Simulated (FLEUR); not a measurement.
## Fe3Ge: one coupling from two orders, and a test

Aim: get Heisenberg couplings of Fe3Ge from the energies of collinear orders, with pencil and paper, and test them on an order left out of the fit.

Method: PBEsol; all-electron FLAPW, Dirac cores, scalar-relativistic bands, in FLEUR MaX-R8.1.

### 1. The structure

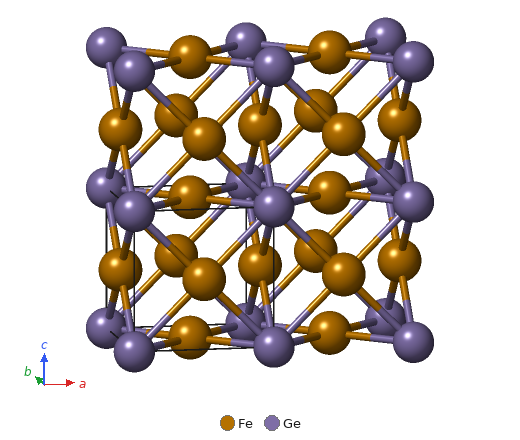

Start, viewed slightly off an axis; iron orange, germanium purple. 2×1×2 cells are drawn. Some periodic images of atoms are drawn too.

Coordinates:

```
Fe Ge
1.0
     3.66050    0.00000    0.00000
     0.00000    3.66050    0.00000
     0.00000    0.00000    3.66050
Fe Ge
3 1
Cartesian
  0.0000 1.8303 1.8303
  1.8303 1.8303 0.0000
  1.8303 0.0000 1.8303
  0.0000 0.0000 0.0000
```

The cell comes from a database of computed structures and need not be the stable phase.

### 2. The parallel order

All energies count from this run.

inpgen writes inp.xml from crystal.txt; cutoffs, mixing, functional, smearing and local orbitals are then set in the file. The k list default-1 (kpts.xml, not shown) is a Γ-centred 8×8×8 mesh; where the ranks do not divide the number of points, some are split in two of half the weight.

Input file inp.xml:

```
<?xml version="1.0" encoding="UTF-8" standalone="no"?>
<fleurInput fleurInputVersion="0.39">
   <comment>
      Fe3Ge
   </comment>
   <calculationSetup>
      <cutoffs Kmax="3.6" Gmax="10.8" GmaxXC="10.8" numbands="0"/>
      <scfLoop itmax="90" minDistance="0.00002" maxIterBroyd="15" imix="Anderson" alpha="0.05" precondParam="0.0" spinf="2.0" sdNocoIR="T"/>
      <coreElectrons ctail="T" frcor="F" kcrel="0" coretail_lmax="0"/>
      <xcFunctional name="PBEs" relativisticCorrections="F"/>
      <magnetism jspins="2"/>
      <soc l_soc="F" theta="0.0" phi="0.0" spav="F"/>
      <expertModes spex="0" secvar="F"/>
      <geometryOptimization l_f="F" forcealpha="1.0" forcemix="BFGS" epsdisp="0.00001" epsforce="0.00001"/>
      <ldaU l_linMix="F" mixParam="0.05" spinf="1.0"/>
   </calculationSetup>
   <cell>
      <bzIntegration valenceElectrons="62.0" mode="hist" fermiSmearingEnergy="0.00183747">
         <kPointListSelection listName="default-1"/>
         <xi:include xmlns:xi="http://www.w3.org/2001/XInclude" href="kpts.xml"> </xi:include>
      </bzIntegration>
      <xi:include xmlns:xi="http://www.w3.org/2001/XInclude" href="sym.xml"> </xi:include>
      <bulkLattice scale="1.0">
         <bravaisMatrix>
            <row-1>    6.9173434617558840     0.0000000000000000     0.0000000000000000</row-1>
            <row-2>    0.0000000000000000     6.9173434617558840     0.0000000000000000</row-2>
            <row-3>    0.0000000000000000     0.0000000000000000     6.9173434617558840</row-3>
         </bravaisMatrix>
      </bulkLattice>
   </cell>
   <atomSpecies>
      <species name="Iron (Fe) 2.800" element="Fe" atomicNumber="26">
         <mtSphere radius="2.38" gridPoints="787" logIncrement="0.016"/>
         <atomicCutoffs lmax="8" lnonsphr="6"/>
         <electronConfig flipSpins="F">
            <coreConfig>(1s1/2) (2s1/2) (2p1/2) (2p3/2)</coreConfig>
            <valenceConfig>(3s1/2) (3p1/2) (3p3/2) (4s1/2) (3d3/2) (3d5/2)</valenceConfig>
            <stateOccupation state="(3d3/2)" spinUp="1.4" spinDown="1.0"/>
            <stateOccupation state="(3d5/2)" spinUp="3.0" spinDown="0.6"/>
         </electronConfig>
         <energyParameters s="4" p="4" d="3" f="4"/>
         <lo type="SCLO" l="0" n="3" eDeriv="0"/>
         <lo type="SCLO" l="1" n="3" eDeriv="0"/>
      </species>
      <species name="Germanium (Ge)" element="Ge" atomicNumber="32">
         <mtSphere radius="2.38" gridPoints="787" logIncrement="0.016"/>
         <atomicCutoffs lmax="8" lnonsphr="6"/>
         <electronConfig flipSpins="F">
            <coreConfig>(1s1/2) (2s1/2) (2p1/2) (2p3/2) (3s1/2) (3p1/2) (3p3/2)</coreConfig>
            <valenceConfig>(4s1/2) (3d3/2) (3d5/2) (4p1/2) (4p3/2)</valenceConfig>
            <stateOccupation state="(4p1/2)" spinUp="0.333333" spinDown="0.333333"/>
            <stateOccupation state="(4p3/2)" spinUp="0.666667" spinDown="0.666667"/>
         </electronConfig>
         <energyParameters s="4" p="4" d="3" f="4"/>
      </species>
   </atomSpecies>
   <atomGroups>
      <atomGroup species="Iron (Fe) 2.800">
         <relPos label="                   1">.0000000000 1.000/2.000 1.000/2.000</relPos>
         <relPos label="                   2">1.000/2.000 1.000/2.000 .0000000000</relPos>
         <relPos label="                   3">1.000/2.000 .0000000000 1.000/2.000</relPos>
         <force calculate="T" relaxXYZ="TTT"/>
      </atomGroup>
      <atomGroup species="Germanium (Ge)">
         <relPos label="                   4">.0000000000 .0000000000 .0000000000</relPos>
         <force calculate="T" relaxXYZ="TTT"/>
      </atomGroup>
   </atomGroups>
   <output dos="F" band="F" slice="F">
      <bandDOS minEnergy="-.5*Htr" maxEnergy="0.5*Htr" sigma="0.015" storeEVData="T"/>
      <plotting iplot="0" polar="F">
         <plot TwoD="T" vec1="  1.0  0.0  0.0" vec2="  0.0  1.0  0.0" vec3="  0.0  0.0  1.0" zero="  0.0  0.0  0.0" file="plot"/>
      </plotting>
      <moessbauerParams electricFieldGradient="F" isomerShift="F" coreHyperfine="F" valenceHyperfine="F"/>
   </output>
</fleurInput>
```

Input file crystal.txt:

```
Fe3Ge
&input film=F cartesian=F /
3.66050052000  0.00000000000  0.00000000000
0.00000000000  3.66050052000  0.00000000000
0.00000000000  0.00000000000  3.66050052000
1.8897261246
1.0 1.0 1.0

4
26 0.00000000000  0.50000000000  0.50000000000 : 2.800
26 0.50000000000  0.50000000000  0.00000000000 : 2.800
26 0.50000000000  0.00000000000  0.50000000000 : 2.800
32 0.00000000000  0.00000000000  0.00000000000

&kpt div1=8 div2=8 div3=8 gamma=T /
```

Started as:

```
$ OMP_NUM_THREADS=1 inpgen -f crystal.txt > inpgen.log  # inp.xml is then edited as shown
$ OMP_NUM_THREADS=1 mpirun -n 4 fleur_MPI > fleur.log
```

Log:

```text
Welcome to FLEUR        (www.flapw.de)
      MaX-Release 8.1          (www.max-centre.eu)

 ========== k-point set info ==========
 Selected k-point list: default-1
 k-point list type: mesh
 0 x 0 x 0
 Number of k points: 36

 [... set-up left out ...]
 Iteration:     1   Distance:      12.18490684 me/bohr^3
 Iteration:     2   Distance:      11.64520950 me/bohr^3
 Iteration:     3   Distance:       6.79218219 me/bohr^3
 Iteration:     4   Distance:       4.11519767 me/bohr^3
 Iteration:     5   Distance:       3.56265967 me/bohr^3
[...]
<sumOfEigenvalues value="    -3405.6471425454">
               <coreElectrons value="-3362.2900779361"/>
               <valenceElectrons value="-43.3570646093"/>
            </sumOfEigenvalues>
         [... left out ...]
            <freeEnergy value="-5912.4921246912"/>
            <extrapolationTo0K value="-5912.4917148706"/>
         </totalEnergy>
         <densityConvergence units="me/bohr^3">
            <chargeDensity spin="1" distance="0.0000037309"/>
            <chargeDensity spin="2" distance="0.0000060680"/>
            <overallChargeDensity distance="0.0000077042"/>
            <spinDensity distance="0.0000064905"/>
         </densityConvergence>
      </iteration>
```

It took 19 s on 4 MPI ranks of AMD EPYC 9R14 (Zen 4), shared host; peak memory 0.24 GiB.

Spin moment in the muffin-tin sphere by atom:

| atom | spin moment in the muffin-tin sphere (μB) |
| --- | --- |
| Fe1 | 2.25 |
| Fe2 | 2.25 |
| Fe3 | 2.25 |
| Ge4 | -0.13 |

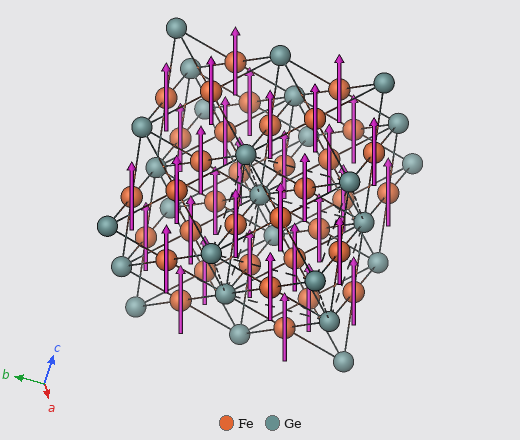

Spin moment in the muffin-tin sphere as arrows, the longest 2.25 μB. Up and down stand for the sign. Arrows give size and sign along the axis of quantisation, drawn up and down the page. 2×2×2 cells are drawn. Some periodic images of atoms are drawn too.

Read from the output:

```
free energy                                                       : -160887.1069 eV
program's band gap on this mesh (in a metal only a level spacing) : 0.02034 eV
magnetization                                                     : 6.545 μB
final state                                                       : ferromagnetic, with opposed induced moments
```

After 23 cycles the largest moment stands at 2.25 μB.

### 3. The orders used for the fit

The other orders were run with the same settings, on meshes that hold the same points. Free energies are divided by the number of Fe atoms; q is in fractions of the reciprocal vectors of the first run's cell.

| order | atoms | mesh | free energy (eV) | eV per Fe | largest moment (μB) |
| --- | --- | --- | --- | --- | --- |
| F +++ | 4 | 8×8×8 | -160887.1069 | -53629.0356 | 2.25 |
| AF q=(0,1/2,1/2) +-+-+- | 8 | 8×4×8 | -321773.3859 | -53628.8976 | 2.17 |

### 4. Counting neighbours

With E = −Σ J e_i·e_j over ordered pairs of unit vectors, turning a neighbour from parallel to opposed costs 2J a Fe atom. So an order lies 2 Σ n J over the parallel one, n being the opposed neighbours in each shell.

| shell | distance (Å) | neighbours | opposed in AF q=(0,1/2,1/2) +-+-+- | opposed in AF q=(0,0,1/2) +-+--+ |
| --- | --- | --- | --- | --- |
| J1 | 2.59 | 8 | 4 | 5.33333 |
| J2 | 3.66 | 6 | 4 | 2 |

Only J1 is kept.

### 5. Solving

```
2 × 4 × J1 = +138.0 meV    (AF q=(0,1/2,1/2) +-+-+-)
J1 = +17.25 meV
```

### 6. The test

The couplings now give the orders that were left out:

```
2 × 5.33333 × (+17.25) = +184.0 meV    (AF q=(0,0,1/2) +-+--+)
```

The runs themselves:

| order | atoms | mesh | free energy (eV) | eV per Fe | largest moment (μB) | over the parallel order (meV) | foretold (meV) |
| --- | --- | --- | --- | --- | --- | --- | --- |
| AF q=(0,0,1/2) +-+--+ | 8 | 8×8×4 | -321773.0713 | -53628.8452 | 2.11 | +190.4 | +184.0 |

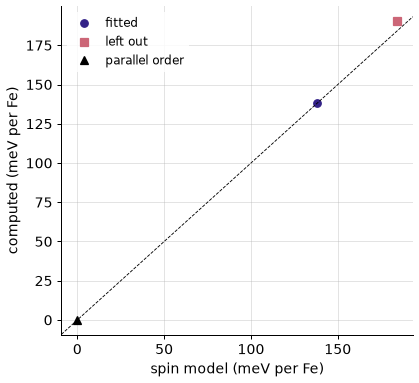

Computed energies of the orders against the model; the dashed line marks agreement.

### 7. Mean-field temperature

```
gain of F +++ over disorder = (8 − 2 × 0) × (+17.25) = 138.0 meV
T = 2 × 138.0 / (3 × 0.08617) = 1068 K
```

### 8. Outcome

| Quantity | Value |
| --- | --- |
| effective coupling of the reversed pairs, counted on J1 (Fe–Fe at 2.59 Å) | 17.2 meV |
| largest miss on the orders left out | 6.4 meV |
| mean-field ordering temperature | 1068 K |

The model misses the order left out by 6.4 meV, 3.4 % of the largest distance from the parallel order, so it holds on this test. The largest moments of the orders differ by 6.6 % of the greatest. One difference fixes one number: it sums all reversed shells and need not be the coupling of the nearest one, even in sign. Mean field overstates the temperature of the model, and classical spins understate it for small quantum spins, by up to the factor (S+1)/S.

[Logs and program files are shortened in this print: banners, set-up blocks, solver, clock and traceback lines can be left out without a mark of their own.]

[Logs are printed without paths, hosts, clocks, repeated set-up lines and the standing remarks that a program may print on its own settings, such as how far it seeks lower states.]

[Hosts, paths, dates, database ids (printed as entryN), source tags and the programs' standing remarks are cut or masked in the printed files.]

[Where a cell is said to come from a database of computed structures, the database is the Materials Project.]
